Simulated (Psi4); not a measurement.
Frequency calculation of S₂ (part 4 of 4)

Continued. System: S₂ (sulfur dimer), multiplicity 3. Method: M11-L/pcseg-1, UKS (Psi4 1.11). 

Geometry of the input (Å):
```
S  0.0000  0.0000  0.0000
S  0.0000  0.0000  1.8892
```

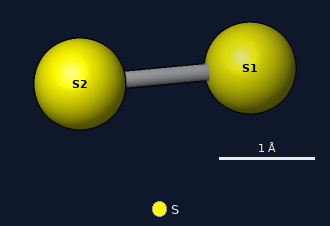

**Figure 1.** The input geometry (ball-and-stick view, seen at a tilt; atoms are numbered from 1 in the order of the input).

**What the program printed, continued**
```
  Entropy, S
    Electronic S                             2.183 [cal/(mol K)]        9.134 [J/(mol K)]       0.00347910 [mEh/K] (multiplicity = 3)
    Translational S                         38.385 [cal/(mol K)]      160.603 [J/(mol K)]       0.06117054 [mEh/K] (mol. weight = 63.9441 [u], P = 101325.00 [Pa])
    Rotational S                            13.632 [cal/(mol K)]       57.036 [J/(mol K)]       0.02172392 [mEh/K] (symmetry no. = 2)
    Vibrational S                            0.263 [cal/(mol K)]        1.100 [J/(mol K)]       0.00041911 [mEh/K]
  Total S                                   54.463 [cal/(mol K)]      227.874 [J/(mol K)]       0.08679267 [mEh/K]
  Correction S                               0.000 [cal/(mol K)]        0.000 [J/(mol K)]       0.00000000 [mEh/K]

  Constant volume heat capacity, Cv
    Electronic Cv                            0.000 [cal/(mol K)]        0.000 [J/(mol K)]       0.00000000 [mEh/K]
    Translational Cv                         2.981 [cal/(mol K)]       12.472 [J/(mol K)]       0.00475022 [mEh/K]
    Rotational Cv                            1.987 [cal/(mol K)]        8.314 [J/(mol K)]       0.00316681 [mEh/K]
    Vibrational Cv                           0.756 [cal/(mol K)]        3.164 [J/(mol K)]       0.00120519 [mEh/K]
  Total Cv                                   5.724 [cal/(mol K)]       23.950 [J/(mol K)]       0.00912222 [mEh/K]
  Correction Cv                              0.000 [cal/(mol K)]        0.000 [J/(mol K)]       0.00000000 [mEh/K]

  Constant pressure heat capacity, Cp
    Electronic Cp                            0.000 [cal/(mol K)]        0.000 [J/(mol K)]       0.00000000 [mEh/K]
    Translational Cp                         4.968 [cal/(mol K)]       20.786 [J/(mol K)]       0.00791703 [mEh/K]
    Rotational Cp                            1.987 [cal/(mol K)]        8.314 [J/(mol K)]       0.00316681 [mEh/K]
    Vibrational Cp                           0.756 [cal/(mol K)]        3.164 [J/(mol K)]       0.00120519 [mEh/K]
  Total Cp                                   7.711 [cal/(mol K)]       32.265 [J/(mol K)]       0.01228903 [mEh/K]
  Correction Cp                              0.000 [cal/(mol K)]        0.000 [J/(mol K)]       0.00000000 [mEh/K]

  ==> Thermochemistry Energy Analysis <==

  Raw electronic energy, E_e
  Total E_e, Electronic energy at well bottom                                          -796.15538790 [Eh]

  Zero-point vibrational energy, ZPVE = Sum_i omega_i / 2,  E_0 = E_e + ZPVE
    Vibrational ZPVE                         1.057 [kcal/mol]        4.421 [kJ/mol]       0.00168379 [Eh]         369.549 [cm^-1]
  Correction ZPVE to E_e                     1.057 [kcal/mol]        4.421 [kJ/mol]       0.00168379 [Eh]         369.549 [cm^-1]
  Total E_0, Enthalpy at 0 [K]                                                         -796.15370411 [Eh]
  *** Absolute enthalpy, not an enthalpy of formation ***

  Thermal (internal) energy, E (includes ZPVE and finite-temperature corrections)
    Electronic contrib to E beyond E_e       0.000 [kcal/mol]        0.000 [kJ/mol]       0.00000000 [Eh]
    Translational contrib to E               0.889 [kcal/mol]        3.718 [kJ/mol]       0.00141628 [Eh]
    Rotational contrib to E                  0.592 [kcal/mol]        2.479 [kJ/mol]       0.00094418 [Eh]
    Vibrational contrib to E                 1.118 [kcal/mol]        4.678 [kJ/mol]       0.00178169 [Eh]
  Correction E                               2.599 [kcal/mol]       10.875 [kJ/mol]       0.00414215 [Eh]
  Total E, Thermal (internal) energy at  298.15 [K]                                    -796.15124575 [Eh]

  Enthalpy, H_trans = E_trans + k_B * T = E_trans + P * V
    Electronic contrib to H beyond E_e       0.000 [kcal/mol]        0.000 [kJ/mol]       0.00000000 [Eh]
    Translational contrib to H               1.481 [kcal/mol]        6.197 [kJ/mol]       0.00236046 [Eh]
    Rotational contrib to H                  0.592 [kcal/mol]        2.479 [kJ/mol]       0.00094418 [Eh]
    Vibrational contrib to H                 1.118 [kcal/mol]        4.678 [kJ/mol]       0.00178169 [Eh]
  Correction H                               3.192 [kcal/mol]       13.354 [kJ/mol]       0.00508634 [Eh]
  Total H, Enthalpy at  298.15 [K]                                                     -796.15030156 [Eh]
  *** Absolute enthalpy, not an enthalpy of formation ***

  Gibbs free energy, G = H - T * S
    Electronic contrib to G beyond E_e      -0.651 [kcal/mol]       -2.723 [kJ/mol]      -0.00103729 [Eh]
    Translational contrib to G              -9.963 [kcal/mol]      -41.686 [kJ/mol]      -0.01587754 [Eh]
    Rotational contrib to G                 -3.472 [kcal/mol]      -14.526 [kJ/mol]      -0.00553280 [Eh]
    Vibrational contrib to G                 1.040 [kcal/mol]        4.350 [kJ/mol]       0.00165673 [Eh]
  Correction G                             -13.046 [kcal/mol]      -54.586 [kJ/mol]      -0.02079090 [Eh]
  Total G, Gibbs energy at  298.15 [K]                                                 -796.17617880 [Eh]
  *** Absolute Gibbs energy, not a free energy of formation ***

    Psi4 run time: 0:00:11.20

[set-up sections that repeat, and orbital energies of the middle runs, are left out above]
```
